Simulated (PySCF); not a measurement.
# Run report: C$_{2}$H$_{5}$B, geometry relaxation (part 2 of 2)

Continued. System: C$_{2}$H$_{5}$B. Method: RKS PBE0-D4/def2-TZVP, density fitting (PySCF 2.14.0). The geometry is a transition state displaced along its imaginary mode. The reaction was set up to form B1–C5 and H2–C6 and to break B1–H2 (atoms counted from 1 in the order of the input); sticks are drawn by distance alone.

Geometry of the input (Å):
```
B  -0.4745  -0.5584  -0.3356
H  -0.1032  -1.6971  0.0298
H  -1.6362  -0.2467  -0.4181
H  0.1348  -0.4136  -1.4366
C  0.7504  0.8517  -0.0330
C  0.2019  0.4015  0.9846
H  1.2279  1.4434  -0.7940
H  -0.1010  0.2192  2.0030
```

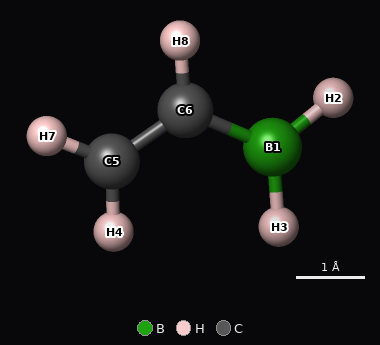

**Figure 1.** The geometry at step 32 of the log (ball-and-stick view, seen at a tilt; atoms are numbered from 1 in the order of the input).

### Trajectory as extended XYZ, continued
```
8
Properties=species:S:1:pos:R:3:forces:R:3 step=18 energy=-2827.30832
B    -0.6957   -1.0431    0.0619    1.3658   0.4040   0.2722
H    -0.1464   -2.0950   -0.2171   -0.3167   0.2697   0.5113
H    -1.7675   -0.8206   -0.3306   -0.8185   0.0052  -0.3634
H     0.0252    0.9014   -1.2624   -0.3519   0.1494  -1.1029
C     0.5048    0.9871   -0.3223    0.2230   0.0297   1.1979
C     0.1335    0.1575    0.6586    0.2411  -0.7973  -0.0162
H     1.3108    1.7104   -0.2286   -0.1378   0.0445   0.0208
H     0.6347    0.2030    1.6404   -0.2050  -0.1052  -0.5198
8
Properties=species:S:1:pos:R:3:forces:R:3 step=19 energy=-2827.29539
B    -0.7128   -1.0002    0.0099   -0.0931  -0.3759   0.1197
H    -0.2745   -2.0805   -0.2101    0.0133  -0.3998   0.1448
H    -1.8085   -0.7550   -0.3971    0.0184   0.1780  -0.1110
H     0.0246    1.0774   -1.3131    0.8489  -0.4397   2.0125
C     0.5392    0.9651   -0.2709   -0.4972   0.5025  -0.6501
C     0.1886    0.0405    0.6605    0.1598   1.3676  -1.2089
H     1.3545    1.7013   -0.1073   -0.5146  -0.5705  -0.0910
H     0.6881    0.0522    1.6279    0.0646  -0.2622  -0.2159
8
Properties=species:S:1:pos:R:3:forces:R:3 step=20 energy=-2827.45008
B    -0.6902   -1.0192    0.0418   -0.8621   0.1044  -0.3073
H    -0.2577   -2.1092   -0.1013    0.0994  -0.4664   0.2249
H    -1.8095   -0.7969   -0.4150    0.6630  -0.0227   0.1577
H     0.0380    1.0031   -1.2947    0.1352   0.2594   0.3397
C     0.5133    1.0199   -0.3057    0.2849  -0.0888   0.7700
C     0.1772    0.0925    0.6211    0.3537   0.6819  -0.6264
H     1.3266    1.7552   -0.1279   -0.6077  -0.5070  -0.2633
H     0.7017    0.0554    1.5815   -0.0663   0.0392  -0.2955
8
Properties=species:S:1:pos:R:3:forces:R:3 step=21 energy=-2827.50772
B    -0.7400   -1.0285    0.0508    0.3719   0.2631  -0.0542
H    -0.3754   -2.1855   -0.0544   -0.1640   0.4069   0.3592
H    -1.7957   -0.7059   -0.4197    0.0428  -0.1200  -0.0791
H     0.0412    1.0582   -1.2552   -0.0218   0.2591  -0.3452
C     0.5553    1.0197   -0.3086   -0.2332  -0.1563   0.2742
C     0.1950    0.1013    0.5866   -0.1374  -0.8477   0.0872
H     1.3789    1.6907   -0.1319    0.1665   0.2819  -0.0856
H     0.7402    0.0507    1.5320   -0.0250  -0.0869  -0.1566
8
Properties=species:S:1:pos:R:3:forces:R:3 step=22 energy=-2827.54498
B    -0.7125   -1.0781    0.0207    0.1769   0.0986   0.0626
H    -0.3139   -2.2138    0.0328   -0.0718   0.1508   0.2084
H    -1.7643   -0.8301   -0.4561   -0.3350  -0.0595  -0.3338
H     0.0876    1.1763   -1.2706   -0.2391   0.1471  -0.2652
C     0.5179    1.0864   -0.2869   -0.4299  -0.7945   0.5410
C     0.1415    0.0840    0.5388    1.2468   0.3593   0.0966
H     1.3134    1.7811   -0.0558    0.0830   0.0715   0.1513
H     0.7295   -0.0050    1.4765   -0.4310   0.0265  -0.4609
8
Properties=species:S:1:pos:R:3:forces:R:3 step=23 energy=-2827.55845
B    -0.7428   -1.0308    0.0224    0.3518  -0.9052   0.5875
H    -0.4352   -2.1899    0.2500   -0.2955   0.3377  -0.1607
H    -1.7902   -0.7808   -0.4675   -0.1485   0.0986  -0.3704
H     0.0325    1.2478   -1.2776   -0.1275   0.0357   0.0023
C     0.5338    1.0805   -0.3332    0.7398  -0.4241   1.4841
C     0.2530    0.0282    0.4795   -0.8485   1.1684  -2.0151
H     1.3561    1.7670   -0.0484   -0.5175  -0.3071  -0.4473
H     0.7918   -0.1214    1.3744    0.8458  -0.0041   0.9196
8
Properties=species:S:1:pos:R:3:forces:R:3 step=24 energy=-2827.57051
B    -0.7853   -1.0027    0.0363   -0.7166  -0.7023  -0.3597
H    -0.5765   -2.1885    0.2927   -0.2978   0.6377  -0.1137
H    -1.8089   -0.6876   -0.6143    1.0168  -0.2455   0.5166
H     0.0500    1.2800   -1.2527    0.3366  -0.3340   0.8129
C     0.5864    1.0285   -0.3084    0.0952   1.5163  -0.6795
C     0.2532    0.0244    0.4841    0.2443  -0.8478   0.9557
H     1.3967    1.7146   -0.0299   -0.1033  -0.2706  -0.3222
H     0.8836   -0.1680    1.3918   -0.5752   0.2462  -0.8102
8
Properties=species:S:1:pos:R:3:forces:R:3 step=25 energy=-2827.63527
B    -0.7651   -1.0513    0.0563   -0.1421   0.5668  -0.4041
H    -0.5018   -2.1899    0.2373   -0.0225  -0.3359   0.2355
H    -1.7678   -0.7682   -0.5593    0.2565  -0.0807   0.0926
H     0.0727    1.2294   -1.2460   -0.2411   0.0588  -0.3536
C     0.5685    1.0584   -0.3074   -0.5158  -0.2798  -0.0189
C     0.2167    0.0496    0.4923    0.1748  -0.1619   0.2734
H     1.3689    1.7271   -0.0781    0.5273   0.3651   0.1845
H     0.8069   -0.0546    1.4042   -0.0370  -0.1324  -0.0094
8
Properties=species:S:1:pos:R:3:forces:R:3 step=26 energy=-2827.64718
B    -0.7961   -1.0260    0.0445    0.6432  -0.4453   0.4936
H    -0.6435   -2.2123    0.3244   -0.1123   0.6567  -0.1027
H    -1.7649   -0.6838   -0.5281   -0.3695   0.0807  -0.3998
H     0.0440    1.2906   -1.2443   -0.0647   0.0932  -0.0237
C     0.5795    1.0782   -0.3274    0.1334  -0.7159   0.8361
C     0.2713    0.0165    0.4497   -0.1288   0.1475  -0.3782
H     1.4315    1.7035   -0.0602   -0.1557   0.0826  -0.2485
H     0.8777   -0.1664    1.3406    0.0544   0.1004  -0.1769
8
Properties=species:S:1:pos:R:3:forces:R:3 step=27 energy=-2827.67339
B    -0.7901   -1.0047    0.0321   -0.2251  -0.6739   0.0975
H    -0.6398   -2.1752    0.3427   -0.1905   0.4415  -0.1260
H    -1.7525   -0.6722   -0.6114    0.2172  -0.0819  -0.0401
H     0.0739    1.2545   -1.2378   -0.0340  -0.0302   0.1025
C     0.5923    1.0393   -0.3049    0.0872   0.3685  -0.1730
C     0.2552    0.0100    0.4711   -0.1005   0.0914  -0.0383
H     1.4238    1.6960   -0.0600    0.0119  -0.0158  -0.0612
H     0.8364   -0.1477    1.3671    0.2336  -0.0996   0.2385
8
Properties=species:S:1:pos:R:3:forces:R:3 step=28 energy=-2827.67026
B    -0.8122   -1.0166    0.0675    0.0302   0.6898  -0.5334
H    -0.6705   -2.1544    0.3337   -0.1052  -0.4727   0.2571
H    -1.7604   -0.6722   -0.6156    0.3757  -0.1121   0.2523
H     0.0465    1.2831   -1.2321    0.0704  -0.1717   0.3240
C     0.5950    1.0389   -0.3151   -0.1713   0.1010   0.0189
C     0.2775    0.0019    0.4713   -0.1958  -0.1136   0.0984
H     1.4283    1.6909   -0.0753    0.1089   0.0249  -0.0911
H     0.8946   -0.1719    1.3643   -0.1129   0.0544  -0.3262
8
Properties=species:S:1:pos:R:3:forces:R:3 step=29 energy=-2827.69884
B    -0.8142   -1.0040    0.0551    0.0432  -0.0977  -0.0919
H    -0.7261   -2.1621    0.3843   -0.1021   0.2320   0.0157
H    -1.7405   -0.6523   -0.6295    0.1584  -0.0644   0.0211
H     0.0605    1.2740   -1.2228   -0.1086   0.0115  -0.0304
C     0.6035    1.0428   -0.3136   -0.0334  -0.0049   0.0749
C     0.2772    0.0018    0.4580   -0.0079  -0.2111   0.2806
H     1.4449    1.6826   -0.0798    0.1295   0.0920  -0.0370
H     0.8929   -0.1833    1.3465   -0.0791   0.0425  -0.2330
8
Properties=species:S:1:pos:R:3:forces:R:3 step=30 energy=-2827.71025
B    -0.8255   -0.9907    0.0527    0.0347  -0.3337   0.0681
H    -0.7887   -2.1425    0.4331   -0.0913   0.3526  -0.0722
H    -1.7212   -0.6313   -0.6575    0.0581  -0.0312  -0.0644
H     0.0599    1.2829   -1.2150   -0.0091  -0.0234   0.1002
C     0.6147    1.0352   -0.3116    0.0363   0.1046  -0.0760
C     0.2860   -0.0124    0.4503   -0.0783  -0.0559   0.1433
H     1.4733    1.6628   -0.0838   -0.0253   0.0136  -0.0571
H     0.8982   -0.2049    1.3300    0.0748  -0.0266  -0.0418
8
Properties=species:S:1:pos:R:3:forces:R:3 step=31 energy=-2827.72667
B    -0.8461   -0.9632    0.0586    0.0206  -0.4985   0.2241
H    -0.9060   -2.0885    0.5201   -0.0585   0.4208  -0.1655
H    -1.6793   -0.5936   -0.7126   -0.0244  -0.0030  -0.1092
H     0.0529    1.2759   -1.1941   -0.0703   0.0171   0.0085
C     0.6308    1.0182   -0.3119    0.1762   0.1777  -0.1388
C     0.3069   -0.0331    0.4434   -0.0490  -0.1151   0.2532
H     1.5042    1.6369   -0.1145   -0.0459  -0.0075   0.0016
H     0.9311   -0.2536    1.3091    0.0513   0.0086  -0.0739
8
Properties=species:S:1:pos:R:3:forces:R:3 step=32 energy=-2827.74085
B    -0.8656   -0.9497    0.0774   -0.1015  -0.2237  -0.1276
H    -1.0155   -2.0315    0.5942   -0.0390   0.2609  -0.0845
H    -1.6301   -0.5814   -0.7779    0.0699  -0.0753   0.1139
H     0.0396    1.2812   -1.1711   -0.0114   0.0057   0.0463
C     0.6453    1.0071   -0.3103    0.1074   0.0042  -0.1334
C     0.3221   -0.0550    0.4394    0.0285   0.1593   0.0947
H     1.5358    1.6160   -0.1395   -0.1651  -0.0895   0.0508
H     0.9614   -0.2879    1.2857    0.1112  -0.0416   0.0397
8
Properties=species:S:1:pos:R:3:forces:R:3 step=33 energy=-2827.71573
B    -0.8698   -0.9292    0.0992    0.5874   0.2545   0.2006
H    -1.0743   -1.9365    0.6480   -0.1576  -0.6787   0.4358
H    -1.5811   -0.6074   -0.7642   -0.5229   0.3144  -0.6316
H    -0.0132    1.2568   -1.1596    0.1784  -0.0629   0.1630
C     0.6475    0.9830   -0.3313   -0.0237   0.4801  -0.4184
C     0.3432   -0.0598    0.4408    0.0716  -0.2884   0.3289
H     1.5319    1.6096   -0.2055   -0.0908  -0.1205   0.0692
H     1.0076   -0.3179    1.2700   -0.0424   0.1014  -0.1476
8
Properties=species:S:1:pos:R:3:forces:R:3 step=34 energy=-2827.74257
B    -0.8861   -0.9224    0.1048    0.2897  -0.1742   0.2143
H    -1.1572   -1.9399    0.7034    0.0548   0.3099  -0.1341
H    -1.5748   -0.5664   -0.8042   -0.1075   0.0115  -0.0248
H    -0.0057    1.2713   -1.1506    0.1433  -0.0981   0.1523
C     0.6603    0.9787   -0.3344   -0.1039   0.1965  -0.2170
C     0.3676   -0.0784    0.4306   -0.1976  -0.3076   0.1319
H     1.5438    1.5983   -0.2024    0.0177  -0.0292   0.0699
H     1.0437   -0.3427    1.2501   -0.0966   0.0912  -0.1923
8
Properties=species:S:1:pos:R:3:forces:R:3 step=35 energy=-2827.72444
B    -0.8419   -0.9719    0.0821   -0.5877  -0.1613  -0.5516
H    -0.9778   -2.0284    0.6284   -0.0716   0.0234   0.0072
H    -1.6124   -0.6504   -0.8075    0.2789  -0.1350   0.3499
H     0.0510    1.2838   -1.1816   -0.4580   0.1462  -0.4562
C     0.6180    1.0259   -0.3129    0.4016  -0.4611   0.4886
C     0.3060   -0.0478    0.4364    0.3825   0.6877  -0.1396
H     1.4946    1.6444   -0.1231   -0.0924  -0.0312   0.0838
H     0.9550   -0.2572    1.2757    0.1467  -0.0688   0.2178
8
Properties=species:S:1:pos:R:3:forces:R:3 step=36 energy=-2827.74965
B    -0.8621   -0.9511    0.0938    0.0228  -0.0112  -0.0812
H    -1.0526   -1.9896    0.6555   -0.0348   0.0049   0.0360
H    -1.6028   -0.6120   -0.7848   -0.0177  -0.0009   0.0036
H     0.0152    1.2761   -1.1721   -0.0484  -0.0030  -0.0344
C     0.6401    1.0006   -0.3290    0.0559   0.0256  -0.0073
C     0.3370   -0.0580    0.4325    0.0027   0.0205   0.0221
H     1.5184    1.6208   -0.1618   -0.0331  -0.0185   0.0285
H     0.9989   -0.2882    1.2634    0.0526  -0.0174   0.0327
8
Properties=species:S:1:pos:R:3:forces:R:3 step=37 energy=-2827.75109
B    -0.8675   -0.9414    0.1008    0.0660  -0.0889   0.0442
H    -1.0985   -1.9560    0.6974   -0.0114   0.0701  -0.0158
H    -1.5831   -0.6108   -0.7981   -0.0630   0.0183  -0.0320
H     0.0000    1.2737   -1.1658    0.0026  -0.0277   0.0163
C     0.6435    0.9937   -0.3354    0.0072   0.0299  -0.0111
C     0.3502   -0.0672    0.4281    0.0557  -0.0274   0.0348
H     1.5211    1.6173   -0.1803   -0.0131  -0.0188   0.0349
H     1.0256   -0.3111    1.2497   -0.0441   0.0446  -0.0713
8
Properties=species:S:1:pos:R:3:forces:R:3 step=38 energy=-2827.75166
B    -0.8676   -0.9417    0.1035    0.0697  -0.0432   0.0190
H    -1.1046   -1.9508    0.7055   -0.0101   0.0545  -0.0075
H    -1.5816   -0.6123   -0.7994   -0.0395   0.0063  -0.0042
H    -0.0024    1.2692   -1.1664    0.0029  -0.0117  -0.0083
C     0.6440    0.9920   -0.3384    0.0153   0.0270   0.0122
C     0.3531   -0.0680    0.4270   -0.0183  -0.0278  -0.0254
H     1.5210    1.6164   -0.1823   -0.0221  -0.0150   0.0198
H     1.0287   -0.3067    1.2466    0.0020   0.0098  -0.0056
8
Properties=species:S:1:pos:R:3:forces:R:3 step=39 energy=-2827.75225
B    -0.8636   -0.9468    0.1065    0.0150  -0.0147  -0.0131
H    -1.1046   -1.9452    0.7229   -0.0045   0.0336  -0.0031
H    -1.5798   -0.6270   -0.8000   -0.0139  -0.0039   0.0141
H    -0.0054    1.2693   -1.1708   -0.0063  -0.0030  -0.0258
C     0.6411    0.9942   -0.3430   -0.0171  -0.0214   0.0592
C     0.3548   -0.0686    0.4215    0.0103   0.0223  -0.0817
H     1.5127    1.6236   -0.1802   -0.0063  -0.0048   0.0057
H     1.0340   -0.3015    1.2378    0.0228  -0.0081   0.0447
8
Properties=species:S:1:pos:R:3:forces:R:3 step=40 energy=-2827.75261
B    -0.8616   -0.9480    0.1092   -0.0013  -0.0043   0.0031
H    -1.1096   -1.9346    0.7405   -0.0024   0.0151  -0.0040
H    -1.5789   -0.6363   -0.8000    0.0039  -0.0031   0.0170
H    -0.0102    1.2664   -1.1747   -0.0061   0.0038  -0.0249
C     0.6384    0.9943   -0.3477   -0.0075  -0.0360   0.0829
C     0.3592   -0.0706    0.4169    0.0086   0.0257  -0.1071
H     1.5065    1.6274   -0.1816   -0.0033   0.0071  -0.0114
H     1.0429   -0.3006    1.2305    0.0081  -0.0082   0.0445
8
Properties=species:S:1:pos:R:3:forces:R:3 step=41 energy=-2827.75284
B    -0.8600   -0.9496    0.1113   -0.0063   0.0016   0.0238
H    -1.1135   -1.9266    0.7553    0.0026   0.0092  -0.0088
H    -1.5779   -0.6440   -0.7986    0.0014  -0.0010   0.0017
H    -0.0136    1.2652   -1.1777    0.0030   0.0010  -0.0097
C     0.6370    0.9946   -0.3510   -0.0337  -0.0240   0.0579
C     0.3629   -0.0725    0.4116    0.0214   0.0034  -0.0907
H     1.5002    1.6329   -0.1829    0.0134   0.0107  -0.0123
H     1.0491   -0.3020    1.2238   -0.0019  -0.0009   0.0382
8
Properties=species:S:1:pos:R:3:forces:R:3 step=42 energy=-2827.75302
B    -0.8594   -0.9501    0.1125   -0.0004   0.0127   0.0246
H    -1.1161   -1.9202    0.7638   -0.0003  -0.0115   0.0018
H    -1.5788   -0.6482   -0.7970    0.0026   0.0039  -0.0077
H    -0.0155    1.2637   -1.1802    0.0044   0.0002   0.0060
C     0.6353    0.9951   -0.3525   -0.0261  -0.0195   0.0296
C     0.3662   -0.0749    0.4075    0.0164  -0.0033  -0.0650
H     1.4960    1.6367   -0.1841    0.0149   0.0115  -0.0086
H     1.0530   -0.3039    1.2201   -0.0116   0.0060   0.0194
8
Properties=species:S:1:pos:R:3:forces:R:3 step=43 energy=-2827.75314
B    -0.8601   -0.9497    0.1145   -0.0026   0.0055   0.0249
H    -1.1233   -1.9128    0.7748    0.0053   0.0020  -0.0082
H    -1.5774   -0.6506   -0.7976    0.0003   0.0007  -0.0069
H    -0.0176    1.2626   -1.1811    0.0075   0.0012   0.0141
C     0.6347    0.9947   -0.3540   -0.0119   0.0070  -0.0123
C     0.3696   -0.0777    0.4028    0.0102  -0.0264  -0.0157
H     1.4943    1.6389   -0.1869    0.0030   0.0012  -0.0024
H     1.0564   -0.3068    1.2158   -0.0118   0.0087   0.0065
8
Properties=species:S:1:pos:R:3:forces:R:3 step=44 energy=-2827.75319
B    -0.8607   -0.9496    0.1147    0.0076   0.0104   0.0047
H    -1.1225   -1.9137    0.7727   -0.0004  -0.0082   0.0044
H    -1.5788   -0.6496   -0.7966   -0.0001   0.0025  -0.0049
H    -0.0171    1.2631   -1.1810    0.0015  -0.0006   0.0120
C     0.6345    0.9949   -0.3536   -0.0060  -0.0021  -0.0164
C     0.3700   -0.0788    0.4019   -0.0052  -0.0053  -0.0091
H     1.4938    1.6394   -0.1869    0.0038   0.0005   0.0043
H     1.0550   -0.3066    1.2166   -0.0014   0.0028   0.0049
8
Properties=species:S:1:pos:R:3:forces:R:3 step=45 energy=-2827.75320
B    -0.8611   -0.9493    0.1149    0.0019   0.0042  -0.0016
H    -1.1226   -1.9142    0.7724   -0.0001  -0.0021   0.0017
H    -1.5787   -0.6489   -0.7969    0.0005   0.0001   0.0003
H    -0.0175    1.2633   -1.1805    0.0004   0.0010   0.0054
C     0.6344    0.9947   -0.3538    0.0033   0.0045  -0.0117
C     0.3696   -0.0787    0.4019   -0.0024  -0.0060   0.0014
H     1.4946    1.6385   -0.1871   -0.0034  -0.0022   0.0016
H     1.0543   -0.3061    1.2170   -0.0002   0.0007   0.0029
8
Properties=species:S:1:pos:R:3:forces:R:3 step=46 energy=-2827.75321
B    -0.8613   -0.9492    0.1152    0.0022  -0.0012   0.0004
H    -1.1229   -1.9142    0.7729    0.0007   0.0031  -0.0014
H    -1.5787   -0.6487   -0.7967   -0.0005  -0.0003   0.0006
H    -0.0182    1.2636   -1.1803   -0.0005   0.0003   0.0013
C     0.6343    0.9946   -0.3542    0.0004  -0.0020  -0.0013
C     0.3696   -0.0788    0.4017   -0.0031   0.0013  -0.0031
H     1.4943    1.6384   -0.1875   -0.0006  -0.0004   0.0007
H     1.0544   -0.3058    1.2168    0.0014  -0.0007   0.0028
```
